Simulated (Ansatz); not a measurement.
The figure comes from a scan of CdSe (zinc blende): one Se atom of a 4-atom cell moves by s along Cartesian [110], with its periodic images. The numbers are results of r2SCAN (plane waves to 500 eV, PAW, scalar-relativistic; Ansatz, a quantum-chemistry and plane-wave program), not measurements. k mesh 4×8×8 (Γ-centred), Fermi-Dirac smearing 0.05 eV. F∥ is the force on the atom along that direction. CdSe was relaxed with its symmetry unable to fall. 

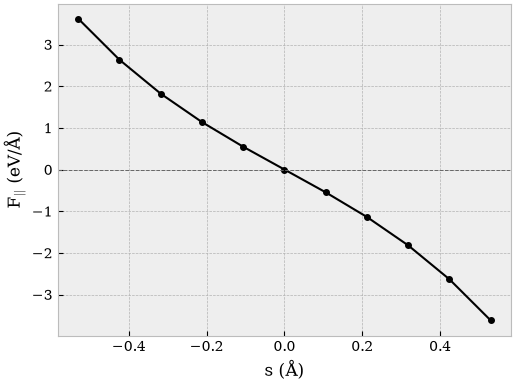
Figure: F∥ (eV/Å) against s (Å); computed points joined by lines.

Q: Read the plotted values off the figure, to the accuracy that the plot allows.

A: To the nearest 0.1:

```json
[
 {"s (Å)": "-0.530", "F∥ (eV/Å)": "3.6"},
 {"s (Å)": "-0.424", "F∥ (eV/Å)": "2.6"},
 {"s (Å)": "-0.318", "F∥ (eV/Å)": "1.8"},
 {"s (Å)": "-0.212", "F∥ (eV/Å)": "1.1"},
 {"s (Å)": "-0.106", "F∥ (eV/Å)": "0.5"},
 {"s (Å)": "0.000", "F∥ (eV/Å)": "0.0"},
 {"s (Å)": "0.106", "F∥ (eV/Å)": "-0.5"},
 {"s (Å)": "0.212", "F∥ (eV/Å)": "-1.1"},
 {"s (Å)": "0.318", "F∥ (eV/Å)": "-1.8"},
 {"s (Å)": "0.424", "F∥ (eV/Å)": "-2.6"},
 {"s (Å)": "0.530", "F∥ (eV/Å)": "-3.6"}
]
```

(A displaced cell: forces are minus the slopes of the energy, force constants its curvatures, and phonons follow from these.)
